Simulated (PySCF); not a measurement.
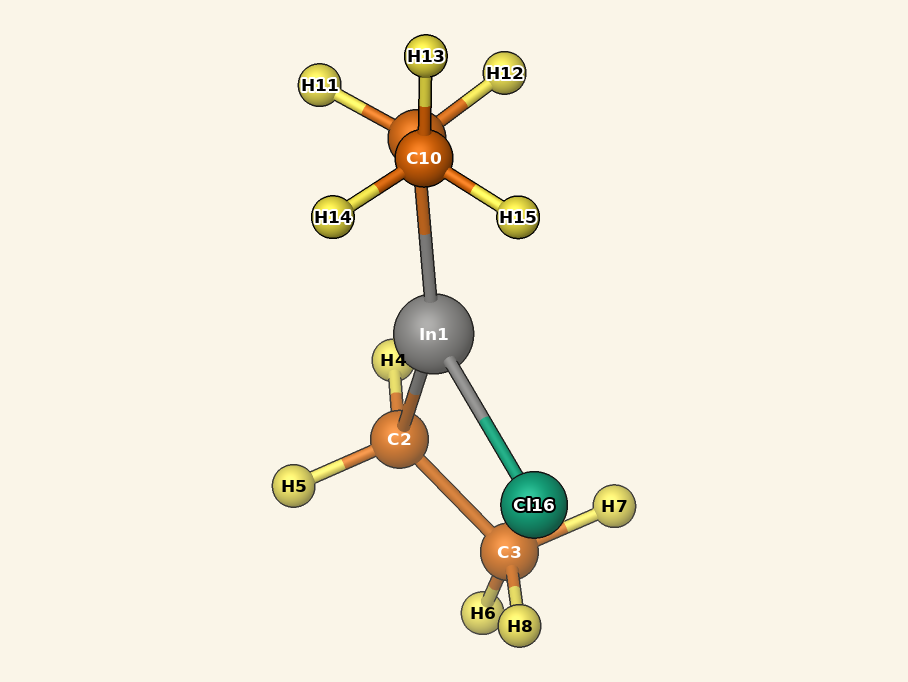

C9 lies behind C10. The molecule seen nearly along the C10–C9 bond, C10 in front. Atoms fade into the background with distance from the viewer. Computed geometry: PBE0-D3(BJ)/def2-SVP optimisation. No frequency run is at hand to confirm it as a minimum.

Q: What is the torsion angle H13–C10–C9–In1? The sign is positive where the front bond must turn clockwise to cover the back bond.

A: 174°, antiperiplanar (anti). The bonds about C10–C9 are staggered.
